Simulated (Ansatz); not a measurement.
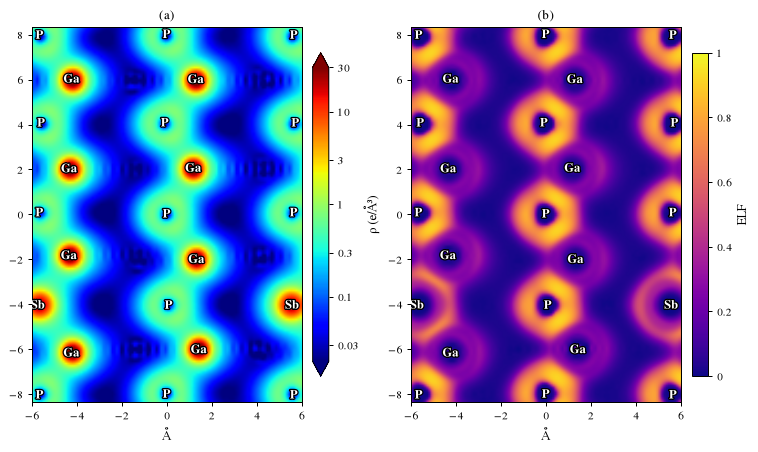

Ga$_{32}$Sb$_{11}$P$_{21}$. (a) valence electron density; (b) ELF on the (011) plane of the conventional cell.

Space group P1; a generated structure, not necessarily the stable one.

All numbers below come from DFT PBEsol, scalar-relativistic, plane waves, PAW in Ansatz 0.2.0.

Ga$_{32}$Sb$_{11}$P$_{21}$, 64 atoms, a = 11.32 Å, b = 11.32 Å, c = 11.33 Å, α = 89.97°, β = 89.97°, γ = 89.99°.

What does the map show?

Answer. Atoms in the plane: Ga, P and Sb.
Ga–P (2.32 Å): ρ is about 0.58 e/Å³ halfway; the ELF peaks at about 0.90 in the valence shell of P, 0.8 Å from its nucleus, and is about 0.75 at the midpoint.
Ga–P (2.39 Å): ρ is about 0.52 e/Å³ halfway; the ELF peaks at about 0.90 in the valence shell of P, 0.9 Å from its nucleus, and is about 0.75 at the midpoint.
Ga–P (2.39 Å): ρ at the midpoint is about 0.52 e/Å³; the ELF peaks at about 0.90 in the valence shell of P, 0.9 Å from its nucleus, and is about 0.75 at the midpoint.
Ga–P (2.46 Å): the density is about 0.47 e/Å³ at the midpoint; the ELF peaks at about 0.90 in the valence shell of P, 0.9 Å from its nucleus, and is about 0.75 at the midpoint.
Ga–Sb (2.60 Å): ρ is about 0.45 e/Å³ halfway; the ELF peaks at about 0.70 between the atoms.
The density dies away to nearly zero in the voids.
The features right at Ga lie inside the PAW spheres, where the map follows smoothed inner orbitals and isn't to be read closely.
